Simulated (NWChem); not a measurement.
# InNH4 (InH2(NH2)) at LRC-wPBEh/def2-SVP (core potential, COSMO-KS cyclohexane)

Aim: the vertical electron affinity of InNH4 (InH2(NH2)) at LRC-wPBEh/def2-SVP (core potential, COSMO-KS cyclohexane), from 2 runs. 

The results are computed with NWChem 7.3.0.

1 further run of the same task is left out (set aside as unsound or not needed).

## 1. The system as given

InNH4 has 6 atoms, charge 0, and is taken as a singlet. As SMILES, `[H][In]([H])[NH2]`. The shape comes from GFN2-xTB, which is rough for such elements, and wasn't checked as a minimum.

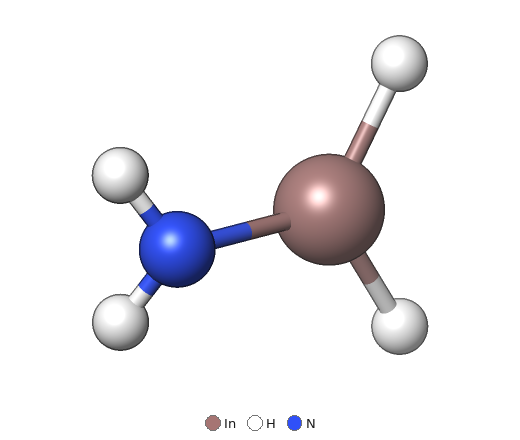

The structure, seen from a chosen angle (indium brown, hydrogen white, nitrogen blue).

## 2. The energy at LRC-wPBEh/def2-SVP (core potential, COSMO-KS cyclohexane)

h4inn.xyz

```xyz
6
H4InN
In     0.457130     0.753190    -0.013990
H      2.130310     0.765100     0.331290
H     -0.322920     2.228340    -0.378410
N     -0.627270    -0.933080     0.227780
H     -1.497440    -0.996590    -0.289370
H     -0.139810    -1.816960     0.122700
```

h4inn.nw

```
start h4inn
title "H4InN"
memory 2200 mb
geometry units angstroms noautosym nocenter noautoz
  load format xyz h4inn.xyz
end
basis spherical
  * library def2-SVP
end
ecp
  In library def2-ecp
end
cosmo
  solvent cychexan
  do_cosmo_ks true
end
dft
  xc xwpbe 0.80 cpbe96 1.0 hfexch 1.00
  cam 0.2 cam_alpha 0.20 cam_beta 0.80
  grid fine
  direct
  iterations 200
  mulliken
  noprint "final vectors analysis"
end
task dft energy
```

Launch:

```sh
$ nwchem h4inn.nw > h4inn.out
```

What it wrote:

```text
[...]
          Wavefunction type:  closed shell.
          No. of atoms     :     6
          No. of electrons :    32
[...]
          Charge           :     0
          Spin multiplicity:     1
[...]
          AO basis - number of functions:    60
[...]
              XC Information
              --------------
                     Hartree-Fock (Exact) Exchange  1.000
                     LC-wPBE(h)Exchange Functional  0.800
            Perdew 1991 LDA Correlation Functional  1.000 local
           PerdewBurkeErnz. Correlation Functional  1.000 non-local
[...]
 d= 0,ls=0.0,diis     1   -247.1195508586 -3.18D+02  1.38D-02  3.54D-01     1.4
[...]
 d= 0,ls=0.0,diis     6   -247.1746405431 -7.66D-08  5.90D-06  1.56D-08    15.4
         Total DFT energy =     -247.174640543109
      One electron energy =     -552.288405493175
           Coulomb energy =      259.584810662799
    Exchange-Corr. energy =      -25.063708938431
 Nuclear repulsion energy =       70.611871663052
             COSMO energy =       -0.019208437355
[...]
      Total Density - Mulliken Population Analysis
     ---------------------------------------------
    Atom       Charge   Shell Charges
 -----------   ------   -------------------------------------------------------
    1 In  21    20.55   2.60 -0.60  0.87  0.23  3.22  2.79  1.06  0.29  9.63  0.46
    2 H    1     1.12   0.67  0.45  0.01
    3 H    1     1.12   0.67  0.45  0.01
    4 N    7     7.48   1.99  0.97  0.51  2.38  1.62  0.01
    5 H    1     0.86   0.71  0.11  0.05
    6 H    1     0.86   0.71  0.11  0.05
[...]
```

It took 16 s on 1 thread of Intel Xeon 6975P-C (Granite Rapids), shared host; peak memory 0.12 GiB.

## 3. The doublet anion, same level

run.py

```python
from ase import Atoms
from ase.calculators.nwchem import NWChem

atoms = Atoms('InHHNHH', positions=[
    [0.457130, 0.753190, -0.013990],
    [2.130310, 0.765100, 0.331290],
    [-0.322920, 2.228340, -0.378410],
    [-0.627270, -0.933080, 0.227780],
    [-1.497440, -0.996590, -0.289370],
    [-0.139810, -1.816960, 0.122700],
])

calc = NWChem(
    label='work',
    theory='dft',
    memory='2200 mb',
    basis='def2-SVP',
    basispar='spherical',
    charge=-1,
    ecp={'In library': 'def2-ecp'},
    cosmo={'solvent': 'cychexan', 'do_cosmo_ks': 'true'},
    dft={'xc': 'xwpbe 0.80 cpbe96 1.0 hfexch 1.00', 'cam': '0.2 cam_alpha 0.20 cam_beta 0.80', 'mult': '2', 'grid': 'fine', 'direct': None, 'iterations': '150', 'mulliken': None},
    task='energy',
)
atoms.calc = calc

e = atoms.get_potential_energy()
print(f"E = {e:.6f} eV")
```

Launch:

```sh
$ export ASE_NWCHEM_COMMAND="nwchem PREFIX.nwi > PREFIX.nwo"
$ python run.py
```

What it wrote:

```text
E = -6726.407478 eV
```

The calculator wrote work.nwi:

```
title "work"

permanent_dir work

scratch_dir work

start work

geometry units angstrom nocenter noautosym noautoz
  In 4.5712999999999998e-01 7.5319000000000003e-01 -1.3990000000000001e-02
  H  2.1303100000000001e+00 7.6510000000000000e-01 3.3128999999999997e-01
  H  -3.2291999999999998e-01 2.2283400000000002e+00 -3.7841000000000002e-01
  N  -6.2726999999999999e-01 -9.3308000000000002e-01 2.2778000000000001e-01
  H  -1.4974400000000001e+00 -9.9658999999999998e-01 -2.8937000000000002e-01
  H  -1.3980999999999999e-01 -1.8169599999999999e+00 1.2270000000000000e-01
end

charge -1

memory 2200 mb

basis spherical noprint
   * library def2-SVP
end

ecp
  In library def2-ecp
end
cosmo
  solvent cychexan
  do_cosmo_ks true
end
dft
  xc xwpbe 0.80 cpbe96 1.0 hfexch 1.00
  cam 0.2 cam_alpha 0.20 cam_beta 0.80
  mult 2
  grid fine
  direct
  iterations 150
  mulliken
end

task dft energy
```

work.nwo:

```text
Northwest Computational Chemistry Package (NWChem) 7.3.0
             --------------------------------------------------------

           Job information
           ---------------

    nwchem branch   = 7.3.0
    use scalapack   = T
    input           = work.nwi
    prefix          = work.
    data base       = work/work.db
    status          = startup
    nproc           =        1

           Memory information
           ------------------

    heap     =     72089596 doubles =      550.0 Mbytes
    stack    =     72089601 doubles =      550.0 Mbytes
    global   =    144179200 doubles =     1100.0 Mbytes (distinct from heap & stack)
    total    =    288358397 doubles =     2200.0 Mbytes
    verify   = yes
    hardfail = no

           Directory information
           ---------------------

  0 permanent = work
  0 scratch   = work

[... 157 lines left out ...]
          Convergence on density requested:  1.00D-05
[... 30 lines left out ...]
          Convergence Information
[... 74 lines left out ...]
   convergence    iter        energy       DeltaE   RMS-Dens  Diis-err    time
[... 28 lines left out ...]
      One electron energy =     -562.171534758342
[... 2 lines left out ...]
 Nuclear repulsion energy =       70.611871663052
[... 11 lines left out ...]
                 sol phase energy =      -247.190917514541
[... 432 lines left out ...]
                     DFT Final Beta Molecular Orbital Analysis
[... 509 lines left out ...]
     --------------------------
     Expectation value of S2:
     --------------------------
      <S2> =      0.7548 (Exact =     0.7500)

 center of mass
 --------------
 x =   0.62423762 y =   1.04707906 z =   0.01942696

 moments of inertia (a.u.)
 ------------------
         169.889105166466         -93.216419010403           6.903580170743
         -93.216419010403          82.358389169161          19.542979459234
           6.903580170743          19.542979459234         244.466425250037

     Multipole analysis of the density
     ---------------------------------

     L   x y z        total         alpha         beta         nuclear
     -   - - -        -----         -----         ----         -------
     0   0 0 0     -1.000000    -17.000000    -16.000000     32.000000

     1   1 0 0     -0.962926     -6.018840     -5.108884     10.164798
[... 8 lines of this table left out ...]
     2   0 0 2    -32.837890    -22.705637    -12.699968      2.567716

 Task  times  cpu:       32.5s     wall:       32.5s
 Total times  cpu:       32.5s     wall:       32.5s
```

Run time: 34 s. Hardware: 1 thread of Intel Xeon 6975P-C (Granite Rapids), shared host; peak memory 0.12 GiB.

## 4. Summary of results

Level: LRC-wPBEh/def2-SVP (core potential, COSMO-KS cyclohexane).

```
                                         quantity          value
                      singlet InNH4: total energy  -247.17464 Eh
                     singlet InNH4: dipole moment         1.48 D
                       singlet InNH4: HOMO energy       -8.94 eV
                       singlet InNH4: LUMO energy        0.58 eV
                     singlet InNH4: HOMO–LUMO gap        9.52 eV
        singlet InNH4: solvent term in the energy    -8.2 kJ/mol
                      doublet anion: total energy  -247.19092 Eh
doublet anion: HOMO energy (highest over α and β)       -1.45 eV
 doublet anion: LUMO energy (lowest over α and β)        4.01 eV
        doublet anion: solvent term in the energy  -105.5 kJ/mol
                              doublet anion: ⟨S²⟩          0.755
vertical electron affinity (to the doublet anion)       0.443 eV
```

**Reading.** At fixed nuclei the extra electron is bound by 0.44 eV (42.7 kJ/mol). The basis has no diffuse functions, so the error can be as large as this value. Mulliken charges (doublet anion) run from -0.51 on N4 to +0.10 on H5.
